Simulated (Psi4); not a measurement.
# BF (SMILES [B]F) at BLYP/def2-TZVPPD

What is the energy change on altering one bond length of BF at BLYP/def2-TZVPPD? 

The results are computed with Psi4 1.11.

## Step 1: The molecule

BF: 2 atoms, total charge 0, spin state singlet. SMILES: `[B]F`. Geometry: relaxed at PBE0-D4/def2-TZVP.

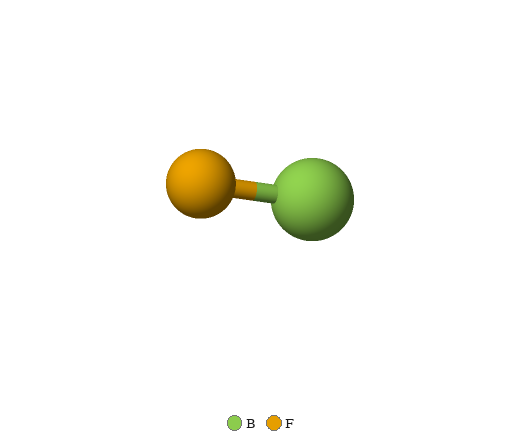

The structure, seen from a chosen angle (boron green, fluorine amber).

## Step 2: Energy and forces at BLYP/def2-TZVPPD

job.json reads:

```json
{
  "schema_name": "qcschema_input",
  "schema_version": 1,
  "molecule": {
    "schema_name": "qcschema_molecule",
    "schema_version": 2,
    "symbols": ["B", "F"],
    "geometry": [0.0, 0.0, -0.01766894, 0.0, 0.0, 2.36922523],
    "molecular_charge": 0,
    "molecular_multiplicity": 1,
    "fix_symmetry": "c1"
  },
  "driver": "gradient",
  "model": {
    "method": "blyp",
    "basis": "def2-TZVPPD"
  },
  "keywords": {
    "puream": true,
    "e_convergence": 1e-09,
    "d_convergence": 1e-08,
    "scf_type": "pk",
    "dft_radial_points": 99,
    "dft_spherical_points": 590,
    "scf_properties": ["MULLIKEN_CHARGES", "QUADRUPOLE", "DIPOLE"]
  }
}
```

Run with:

```
$ psi4 --qcschema job.json -n 1 --memory 2200MB
```

stdout:

```text
[...]
  Running in c1 symmetry.
[...]
  Nuclear repulsion =   18.852951490513714
[...]
  Multiplicity = 1
[...]
  Nalpha       = 7
  Nbeta        = 7
[...]
    Number of basis functions: 77
[...]
   @RKS iter   1:  -124.65373183186618   -3.26193e-01   4.92362e-03 ADIIS/DIIS
[...]
   @RKS iter   9:  -124.70435622736532   -1.43530e-12   2.00798e-09 DIIS
[...]
    Orbital Energies [Eh]
    ---------------------
    Doubly Occupied:
       1A    -24.376218     2A     -6.633979     3A     -1.193017
       4A     -0.555996     5A     -0.471722     6A     -0.471722
       7A     -0.245945
[...]
  @RKS Final Energy:  -124.70435622736532
   => Energetics <=
    Nuclear Repulsion Energy =             18.8529514905137141
    One-Electron Energy =                -208.8400542189941689
    Two-Electron Energy =                  79.7058587329506878
    DFT Exchange-Correlation Energy =     -14.4231122318355496
    Empirical Dispersion Energy =           0.0000000000000000
    VV10 Nonlocal Energy =                  0.0000000000000000
    Total Energy =                       -124.7043562273653237
[...]
 Multipole Moments:
 ------------------------------------------------------------------------------------
     Multipole            Electronic (a.u.)      Nuclear  (a.u.)        Total (a.u.)
 ------------------------------------------------------------------------------------
 L = 1.  Multiply by 2.5417464519 to convert [e a0] to [Debye]
 Dipole X            :         -0.0000000            0.0000000           -0.0000000
 Dipole Y            :          0.0000000            0.0000000            0.0000000
 Dipole Z            :          0.0807338            0.3254674            0.4062012
 Magnitude           :                                                    0.4062012
 L = 2.  Multiply by 1.3450342976 to convert [e a0^2] to [Debye ang]
 Quadrupole XX       :         -8.0583992            0.0000000           -8.0583992
 Quadrupole XY       :          0.0000000            0.0000000            0.0000000
[...]
  Mulliken Charges: (a.u.)
   Center  Symbol    Alpha    Beta     Spin     Total
       1     B     2.47461  2.47461  0.00000  0.05079
       2     F     4.52539  4.52539  0.00000 -0.05079
   Total alpha =  7.00000, Total beta =  7.00000, Total charge =  0.00000
[...]
  -Total Gradient:
     Atom            X                  Y                   Z
    ------   -----------------  -----------------  -----------------
       1       -0.000000000051     0.000000000150     0.013967262736
       2        0.000000000051    -0.000000000150    -0.013968595989
[...]
```

The result, in JSON:

```text
{
 "driver": "gradient",
 "model": {
  "method": "blyp",
  "basis": "def2-TZVPPD"
 },
 "success": true,
 "return_result": [-5.149402488875887e-11, 1.502330442336739e-10, 0.013967262736014951, 5.13468222337242e-11, -1.5019244475352474e-10, -0.013968595989368837],
 "properties": {
  "calcinfo_nbasis": 77,
  "calcinfo_nmo": 77,
  "calcinfo_nalpha": 7,
  "calcinfo_nbeta": 7,
  "calcinfo_natom": 2,
  "nuclear_repulsion_energy": 18.852951490513714,
  "return_energy": -124.70435622736532,
  "return_gradient": [-5.149402488875887e-11, 1.502330442336739e-10, 0.013967262736014951, 5.13468222337242e-11, -1.5019244475352474e-10, -0.013968595989368837],
  "scf_one_electron_energy": -208.84005421899417,
  "scf_two_electron_energy": 79.70585873295069,
  "scf_xc_energy": -14.42311223183555,
  "scf_dipole_moment": [-3.306026519958348e-09, 9.663713416729807e-09, 0.40620123395846824],
  "scf_total_energy": -124.70435622736532,
  "scf_total_gradient": [-5.149402488875887e-11, 1.502330442336739e-10, 0.013967262736014951, 5.13468222337242e-11, -1.5019244475352474e-10, -0.013968595989368837],
  "scf_iterations": 9
 }
}
```

It took 14 s on 1 thread of Intel Xeon at 2.50GHz (Skylake/Cascade Lake), shared host; peak memory 0.52 GiB.

## Step 3: The distorted shape

bf.py reads:

```python
import psi4

psi4.set_memory(2200000000)
psi4.set_num_threads(1)
psi4.set_output_file('psi4.out', False)

m = psi4.geometry("""
B      0.000000     0.000000    -0.198860
F      0.000000     0.000000     1.253740
symmetry c1
""")

psi4.set_options({
    'basis': 'def2-TZVPPD',
    'reference': 'rks',
    'puream': True,
    'e_convergence': 1e-09,
    'd_convergence': 1e-08,
    'scf_type': 'pk',
    'dft_radial_points': 99,
    'dft_spherical_points': 590,
})

E, wfn = psi4.gradient('blyp', molecule=m, return_wfn=True)
psi4.oeprop(wfn, 'QUADRUPOLE', 'WIBERG_LOWDIN_INDICES', 'DIPOLE')
print('gradient / Eh bohr^-1')
print(E.np.round(6))
print(f'energy = {wfn.energy():.10f} Eh')
for k, v in sorted(psi4.core.scalar_variables().items()):
    print(f'{k:45s} {v:18.10f}')
```

Run with:

```
$ python bf.py
```

psi4.out:

```text
[...]
  Running in c1 symmetry.
[...]
  Nuclear repulsion =   16.393346055452298
[...]
  Multiplicity = 1
[...]
  Nalpha       = 7
  Nbeta        = 7
[...]
    Number of basis functions: 77
[...]
   @RKS iter   1:  -124.64134519007435   -4.37814e-01   4.87295e-03 DIIS/ADIIS
[...]
   @RKS iter   9:  -124.68690242197988   -3.19744e-12   7.17703e-09 DIIS
[...]
    Orbital Energies [Eh]
    ---------------------
    Doubly Occupied:
       1A    -24.337270     2A     -6.669443     3A     -1.115834
       4A     -0.504656     5A     -0.412969     6A     -0.412969
       7A     -0.267340
[...]
  @RKS Final Energy:  -124.68690242197988
   => Energetics <=
    Nuclear Repulsion Energy =             16.3933460554522981
    One-Electron Energy =                -204.3918742918684757
    Two-Electron Energy =                  77.6610768291598248
    DFT Exchange-Correlation Energy =     -14.3494510147235221
    Empirical Dispersion Energy =           0.0000000000000000
    VV10 Nonlocal Energy =                  0.0000000000000000
    Total Energy =                       -124.6869024219798803
[...]
  -Total Gradient:
     Atom            X                  Y                   Z
    ------   -----------------  -----------------  -----------------
       1       -0.000000000433    -0.000000000093    -0.087363691379
       2        0.000000000433     0.000000000093     0.087360500931
[...]
 Multipole Moments:
 ------------------------------------------------------------------------------------
     Multipole            Electronic (a.u.)      Nuclear  (a.u.)        Total (a.u.)
 ------------------------------------------------------------------------------------
 L = 1.  Multiply by 2.5417464519 to convert [e a0] to [Debye]
 Dipole X            :         -0.0000000            0.0000000           -0.0000000
 Dipole Y            :         -0.0000000            0.0000000           -0.0000000
 Dipole Z            :         -0.3600281            0.3742995            0.0142715
 Magnitude           :                                                    0.0142715
 L = 2.  Multiply by 1.3450342976 to convert [e a0^2] to [Debye ang]
 Quadrupole XX       :         -8.0702491            0.0000000           -8.0702491
 Quadrupole XY       :         -0.0000000            0.0000000           -0.0000000
[...]
```

On the terminal:

```text
gradient / Eh bohr^-1
[[-0.       -0.       -0.087364]
 [ 0.        0.        0.087361]]
energy = -124.6869024220 Eh
CURRENT ENERGY                                   -124.6869024220
CURRENT REFERENCE ENERGY                         -124.6869024220
DD SOLVATION ENERGY                                 0.0000000000
DFT FUNCTIONAL TOTAL ENERGY                      -124.6869024220
DFT TOTAL ENERGY                                 -124.6869024220
DFT VV10 ENERGY                                     0.0000000000
DFT XC ENERGY                                     -14.3494510147
GRID ELECTRONS ALPHA                                6.9999999718
GRID ELECTRONS BETA                                 6.9999999718
GRID ELECTRONS TOTAL                               13.9999999436
NUCLEAR REPULSION ENERGY                           16.3933460555
ONE-ELECTRON ENERGY                              -204.3918742919
PCM POLARIZATION ENERGY                             0.0000000000
PE ENERGY                                           0.0000000000
SCF ITERATION ENERGY                             -124.6869024220
SCF ITERATIONS                                      9.0000000000
SCF TOTAL ENERGY                                 -124.6869024220
TWO-ELECTRON ENERGY                                77.6610768292
XC GRID RADIAL POINTS                              99.0000000000
XC GRID SPHERICAL POINTS                          590.0000000000
XC GRID TOTAL POINTS                           114814.0000000000
```

Wall time 12 s (1 thread of Intel Xeon at 2.50GHz (Skylake/Cascade Lake), shared host); peak memory 0.51 GiB.

## Step 4: What came out

At BLYP/def2-TZVPPD:

| quantity | value |
| --- | --- |
| first shape: total energy | -124.70436 Eh |
| first shape: dipole moment | 1.03 D |
| first shape: HOMO energy | -6.69 eV |
| first shape: LUMO energy | -2.04 eV |
| first shape: HOMO–LUMO gap | 4.65 eV |
| first shape: largest force on an atom | 0.718 eV/Å |
| distorted shape: total energy | -124.68690 Eh |
| distorted shape: dipole moment | 0.04 D |
| distorted shape: HOMO energy | -7.27 eV |
| distorted shape: LUMO energy | -2.87 eV |
| distorted shape: HOMO–LUMO gap | 4.41 eV |
| distorted shape: largest force on an atom | 4.492 eV/Å |
| energy change with the B1–F2 bond stretched from 1.263 to 1.453 Å | 0.475 eV |

In words: With the B1–F2 bond stretched from 1.263 to 1.453 Å the energy rises by 0.47 eV (11.0 kcal/mol). The first shape isn't relaxed at this level, so the change isn't measured from a minimum. The largest force (first shape) is 0.72 eV/Å: the shape isn't a stationary point for this species at this level.
